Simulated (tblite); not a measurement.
## CH$_{9}$OSi$_{3}$: geometry relaxation

System: CH$_{9}$OSi$_{3}$, multiplicity 2, SMILES C[Si]([SiH3])O[SiH3].
Method: GFN2-xTB geometry optimisation, gas phase (tblite 0.8.0).

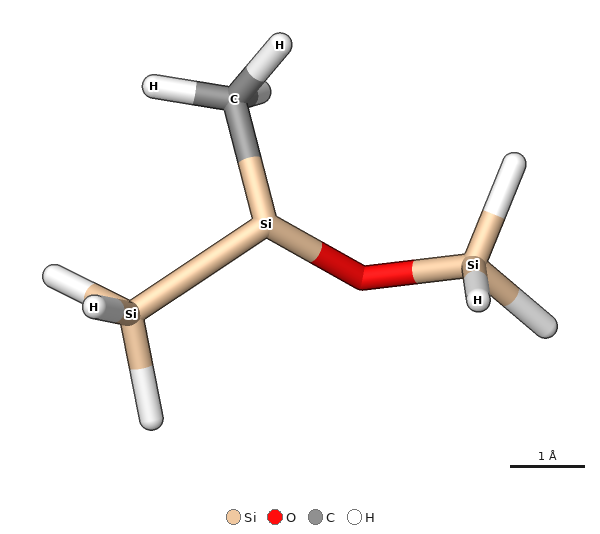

*The input geometry (stick view, seen at a tilt).*

## Summary

```csv
quantity,value
outcome,converged
total energy,−436.1805 eV
hardware,"1 CPU thread, shared host"
wall time,3.5 s
peak memory,0.18 GiB
```

## Input
```
{"job": {"kind": "relax", "xc": "GFN2-xTB", "basis": "xTB"}, "charge": 0, "multiplicity": 2}
Si    -0.238205    -0.081498     0.233722
Si    -1.650110    -1.758185     0.010357
O      1.082153    -0.128232    -0.835773
Si     2.578397     0.271782    -0.165186
C     -1.198184     1.507715     0.200853
H     -2.904588    -1.345910    -0.606830
H     -1.054993    -2.874195    -0.742349
H     -1.935657    -2.222886     1.411825
H      3.616304     0.031776    -1.222646
H      2.979234    -0.540958     1.001501
H      2.736561     1.693150     0.194888
H     -1.060384     2.010592    -0.802767
H     -0.711484     2.203819     0.948616
H     -2.255610     1.311402     0.430033
```

The first line tells a small driver script what to run in tblite; the rest is the geometry in Å.

Run as:
```bash
OMP_NUM_THREADS=1 python <driver script> task.json out
```

## Log
```
step      E/eV     max force
  0    -435.25792    2.087
  1    -435.45965    1.354
  2    -435.57838    0.721
  3    -435.63792    0.670
  4    -435.71705    0.693
  5    -435.74961    0.464
  6    -435.77969    0.498
  7    -435.80145    0.392
  8    -435.82003    0.387
  9    -435.83627    0.438
 10    -435.85234    0.384
 11    -435.87026    0.325
 12    -435.88964    0.418
 13    -435.90820    0.380
 14    -435.92669    0.399
 15    -435.94654    0.426
 16    -435.96308    0.492
 17    -435.97665    0.341
 18    -435.98877    0.268
 19    -435.99949    0.288
 20    -436.01171    0.378
 21    -436.02378    0.401
 22    -436.03342    0.286
 23    -436.04116    0.215
 24    -436.04796    0.251
 25    -436.05540    0.250
 26    -436.06337    0.284
 27    -436.06970    0.240
 28    -436.07517    0.208
 29    -436.08167    0.259
 30    -436.08835    0.371
 31    -436.09578    0.231
 32    -436.10156    0.205
 33    -436.10451    0.188
 34    -436.11154    0.247
 35    -436.11877    0.244
 36    -436.12537    0.186
 37    -436.12932    0.183
 38    -436.13024    0.257
 39    -436.13456    0.218
 40    -436.13772    0.162
 41    -436.14250    0.190
 42    -436.14509    0.189
 43    -436.14772    0.139
 44    -436.14972    0.087
 45    -436.15153    0.107
 46    -436.15224    0.105
 47    -436.15312    0.055
 48    -436.15355    0.058
 49    -436.15390    0.051
 50    -436.15424    0.068
 51    -436.15466    0.062
 52    -436.15518    0.056
 53    -436.15581    0.061
 54    -436.15639    0.050
 55    -436.15677    0.042
 56    -436.15698    0.036
 57    -436.15717    0.039
 58    -436.15745    0.048
 59    -436.15779    0.064
 60    -436.15809    0.049
 61    -436.15826    0.028
 62    -436.15836    0.029
 63    -436.15846    0.031
 64    -436.15859    0.034
 65    -436.15869    0.022
 66    -436.15877    0.022
 67    -436.15885    0.024
 68    -436.15895    0.035
 69    -436.15910    0.037
 70    -436.15925    0.029
 71    -436.15939    0.032
 72    -436.15951    0.029
 73    -436.15965    0.038
 74    -436.15981    0.043
 75    -436.15994    0.031
 76    -436.16003    0.022
 77    -436.16011    0.019
 78    -436.16022    0.027
 79    -436.16035    0.029
 80    -436.16048    0.029
 81    -436.16059    0.028
 82    -436.16071    0.035
 83    -436.16090    0.049
 84    -436.16116    0.056
 85    -436.16146    0.049
 86    -436.16176    0.042
 87    -436.16210    0.045
 88    -436.16258    0.063
 89    -436.16315    0.063
 90    -436.16366    0.055
 91    -436.16402    0.050
 92    -436.16433    0.054
 93    -436.16445    0.104
 94    -436.16503    0.084
 95    -436.16544    0.059
 96    -436.16595    0.040
 97    -436.16607    0.037
 98    -436.16630    0.032
 99    -436.16645    0.039
100    -436.16664    0.054
101    -436.16685    0.062
102    -436.16711    0.050
103    -436.16738    0.035
104    -436.16766    0.040
105    -436.16797    0.076
106    -436.16840    0.113
107    -436.16903    0.126
108    -436.17007    0.106
109    -436.17091    0.095
110    -436.17168    0.083
111    -436.17218    0.097
112    -436.17274    0.086
113    -436.17316    0.053
114    -436.17374    0.059
115    -436.17412    0.073
116    -436.17474    0.091
117    -436.17515    0.083
118    -436.17555    0.065
119    -436.17602    0.051
120    -436.17643    0.051
121    -436.17680    0.041
122    -436.17699    0.040
123    -436.17718    0.039
124    -436.17736    0.033
125    -436.17761    0.029
126    -436.17779    0.033
127    -436.17792    0.029
128    -436.17802    0.026
129    -436.17810    0.016
130    -436.17816    0.017
131    -436.17819    0.018
132    -436.17822    0.015
133    -436.17825    0.016
134    -436.17829    0.013
135    -436.17833    0.013
136    -436.17837    0.014
137    -436.17840    0.016
138    -436.17843    0.014
139    -436.17846    0.015
140    -436.17851    0.019
141    -436.17857    0.018
142    -436.17865    0.022
143    -436.17872    0.030
144    -436.17880    0.035
145    -436.17890    0.036
146    -436.17901    0.032
147    -436.17906    0.034
148    -436.17915    0.030
149    -436.17920    0.022
150    -436.17927    0.015
151    -436.17933    0.022
152    -436.17942    0.027
153    -436.17947    0.021
154    -436.17950    0.012
155    -436.17952    0.010
156    -436.17954    0.013
157    -436.17956    0.014
158    -436.17958    0.012
159    -436.17960    0.016
160    -436.17962    0.018
161    -436.17967    0.028
162    -436.17973    0.033
163    -436.17982    0.028
164    -436.17991    0.023
165    -436.18000    0.025
166    -436.18008    0.029
167    -436.18017    0.029
168    -436.18024    0.024
169    -436.18031    0.024
170    -436.18036    0.019
171    -436.18040    0.023
172    -436.18042    0.017
173    -436.18043    0.009
174    -436.18045    0.008
175    -436.18046    0.006
```

## Trajectory as extended XYZ (Å, eV, eV/Å), 7 of the 26 frames kept, from step=0 to step=175
```
14
Properties=species:S:1:pos:R:3:forces:R:3 step=0 energy=-435.25792
Si   -0.2382   -0.0815    0.2337    1.5220  -0.2460   0.0580
Si   -1.6501   -1.7582    0.0104   -0.4100  -1.4900   0.1380
O     1.0822   -0.1282   -0.8358    0.7970   0.6730   1.5460
Si    2.5784    0.2718   -0.1652    0.4130  -0.2590  -1.0610
C    -1.1982    1.5077    0.2009    0.7400   1.9190  -0.3510
H    -2.9046   -1.3459   -0.6068   -0.2400  -0.1630  -0.0390
H    -1.0550   -2.8742   -0.7423   -0.2860  -0.0220   0.0850
H    -1.9357   -2.2229    1.4118   -0.0440   0.0850  -0.5670
H     3.6163    0.0318   -1.2226   -0.6820  -0.0140   0.2540
H     2.9792   -0.5410    1.0015   -0.4380   0.0880  -0.2190
H     2.7366    1.6932    0.1949   -0.4040  -0.2050  -0.0280
H    -1.0604    2.0106   -0.8028   -0.5430  -0.3890   1.0050
H    -0.7115    2.2038    0.9486   -1.0180  -0.4470  -0.7190
H    -2.2556    1.3114    0.4300    0.5920   0.4700  -0.1020
14
Properties=species:S:1:pos:R:3:forces:R:3 step=28 energy=-436.07517
Si   -0.4602   -0.0605    0.5885    0.1020  -0.0020   0.1810
Si   -1.5963   -1.9438   -0.0493   -0.0030   0.0860  -0.0730
O     1.0935    0.0151    0.0519   -0.0230  -0.0720  -0.0700
Si    2.6708    0.3043   -0.1388    0.0320   0.0420   0.1340
C    -1.1653    1.6687    0.1856    0.0410   0.0900  -0.0390
H    -2.8190   -1.5268   -0.7442   -0.0860   0.0160  -0.0240
H    -1.1017   -3.0616   -0.8514    0.1360  -0.0340  -0.1170
H    -2.0325   -2.5725    1.1986   -0.0430  -0.0530   0.1290
H     3.0239   -0.1030   -1.5023   -0.0870   0.0050   0.1000
H     3.3410   -0.4719    0.9066    0.0240  -0.0500  -0.0890
H     2.9204    1.7304    0.0966   -0.0620  -0.0370  -0.0840
H    -0.9765    1.9462   -0.8472    0.0040  -0.0310  -0.1450
H    -0.6808    2.4193    0.8018    0.0010   0.1050   0.0670
H    -2.2338    1.7345    0.3598   -0.0370  -0.0650   0.0290
14
Properties=species:S:1:pos:R:3:forces:R:3 step=56 energy=-436.15698
Si   -0.5315    0.0045    0.8755    0.0070  -0.0140   0.0010
Si   -1.5208   -1.8607   -0.0352    0.0030  -0.0070  -0.0020
O     1.0787   -0.0765    0.5604    0.0110   0.0110   0.0140
Si    2.5255    0.2365   -0.0860   -0.0350  -0.0080  -0.0030
C    -1.1155    1.6837    0.1629    0.0100   0.0000   0.0000
H    -2.7330   -1.4813   -0.7713   -0.0220   0.0140  -0.0120
H    -0.7665   -2.7114   -0.9651   -0.0070  -0.0020   0.0190
H    -1.9723   -2.7281    1.0601    0.0280  -0.0190  -0.0020
H     2.4872   -0.2260   -1.4754   -0.0010   0.0060   0.0090
H     3.4775   -0.5163    0.7254   -0.0160   0.0000   0.0020
H     2.7504    1.6800   -0.0185    0.0080   0.0010  -0.0050
H    -0.8892    1.7306   -0.9014   -0.0050   0.0290  -0.0140
H    -0.6205    2.5259    0.6394    0.0180   0.0070   0.0030
H    -2.1866    1.8177    0.2855    0.0020  -0.0170  -0.0090
14
Properties=species:S:1:pos:R:3:forces:R:3 step=84 energy=-436.16116
Si   -0.5695    0.0217    0.8824   -0.0080   0.0120  -0.0060
Si   -1.4894   -1.8687   -0.0503    0.0370   0.0070   0.0420
O     1.0579   -0.0451    0.6719    0.0120  -0.0070  -0.0100
Si    2.4694    0.2211   -0.0659    0.0070  -0.0030   0.0010
C    -1.0962    1.7095    0.1432    0.0120  -0.0260   0.0110
H    -2.7487   -1.5119   -0.7150   -0.0200  -0.0060   0.0090
H    -0.7499   -2.6709   -1.0356   -0.0110   0.0130   0.0040
H    -1.8229   -2.7844    1.0497   -0.0070  -0.0130  -0.0330
H     2.3511   -0.2600   -1.4441   -0.0040   0.0070  -0.0090
H     3.4390   -0.5511    0.7028    0.0010  -0.0010   0.0170
H     2.7353    1.6591   -0.0376    0.0000  -0.0070  -0.0010
H    -0.8239    1.7570   -0.9099   -0.0160   0.0030  -0.0310
H    -0.6007    2.5390    0.6403    0.0020   0.0190   0.0260
H    -2.1681    1.8632    0.2243   -0.0060   0.0040  -0.0190
14
Properties=species:S:1:pos:R:3:forces:R:3 step=119 energy=-436.17602
Si   -0.6003    0.0768    0.8573    0.0030   0.0160  -0.0040
Si   -1.4853   -1.8460   -0.0364   -0.0040   0.0470  -0.0170
O     1.0326    0.0196    0.6879   -0.0150  -0.0270  -0.0060
Si    2.4836    0.1738   -0.0027    0.0010   0.0000   0.0190
C    -1.1135    1.7411    0.0567   -0.0050  -0.0180   0.0210
H    -2.9305   -1.6277   -0.1892    0.0200   0.0050   0.0300
H    -1.0477   -2.3664   -1.3413    0.0080  -0.0300  -0.0080
H    -1.3009   -2.9491    0.9135    0.0020  -0.0080  -0.0060
H     2.3797   -0.3070   -1.3832   -0.0010   0.0070   0.0060
H     3.3674   -0.6631    0.8044   -0.0060   0.0210  -0.0090
H     2.8426    1.5918    0.0304    0.0040  -0.0220   0.0010
H    -0.6785    1.8220   -0.9389   -0.0260   0.0160  -0.0010
H    -0.7718    2.5983    0.6325    0.0060  -0.0130  -0.0110
H    -2.1939    1.8142   -0.0347    0.0140   0.0060  -0.0150
14
Properties=species:S:1:pos:R:3:forces:R:3 step=147 energy=-436.17906
Si   -0.6080    0.0898    0.8170   -0.0290  -0.0040  -0.0080
Si   -1.4960   -1.8425   -0.0460   -0.0160  -0.0040   0.0180
O     1.0224    0.0165    0.6508   -0.0020   0.0030   0.0010
Si    2.5054    0.1643    0.0330    0.0160   0.0060   0.0180
C    -1.1227    1.7525    0.0146   -0.0010  -0.0060   0.0050
H    -2.9541   -1.6984    0.0669    0.0100  -0.0030   0.0040
H    -1.2688   -2.2967   -1.4297    0.0110  -0.0050   0.0110
H    -1.0932   -2.9728    0.8020   -0.0080   0.0180  -0.0280
H     2.4551   -0.2982   -1.3555    0.0050  -0.0060  -0.0070
H     3.3419   -0.6868    0.8750    0.0010   0.0170  -0.0180
H     2.8793    1.5771    0.0962    0.0000  -0.0140   0.0060
H    -0.6801    1.8462   -0.9763    0.0030   0.0020  -0.0020
H    -0.7957    2.6084    0.6001    0.0100   0.0030  -0.0090
H    -2.2019    1.8190   -0.0920    0.0010  -0.0060   0.0090
14
Properties=species:S:1:pos:R:3:forces:R:3 step=175 energy=-436.18046
Si   -0.6106    0.0759    0.8093   -0.0030  -0.0040   0.0020
Si   -1.5148   -1.8510   -0.0489    0.0020   0.0050   0.0030
O     1.0191   -0.0135    0.6341    0.0000   0.0020  -0.0030
Si    2.5079    0.1828    0.0436    0.0050   0.0010  -0.0010
C    -1.1119    1.7430    0.0093    0.0010  -0.0010  -0.0020
H    -2.9713   -1.7053    0.0710    0.0010   0.0020   0.0020
H    -1.2884   -2.3009   -1.4336    0.0010  -0.0030  -0.0020
H    -1.1115   -2.9864    0.7894   -0.0010   0.0020  -0.0020
H     2.4929   -0.2651   -1.3509   -0.0020   0.0010   0.0020
H     3.3592   -0.6519    0.8856   -0.0030  -0.0010   0.0000
H     2.8474    1.6026    0.1319   -0.0030   0.0000   0.0000
H    -0.7633    1.7874   -1.0219    0.0030  -0.0010  -0.0010
H    -0.6802    2.5922    0.5340   -0.0040  -0.0040  -0.0010
H    -2.1910    1.8686    0.0034    0.0040   0.0020   0.0030
```
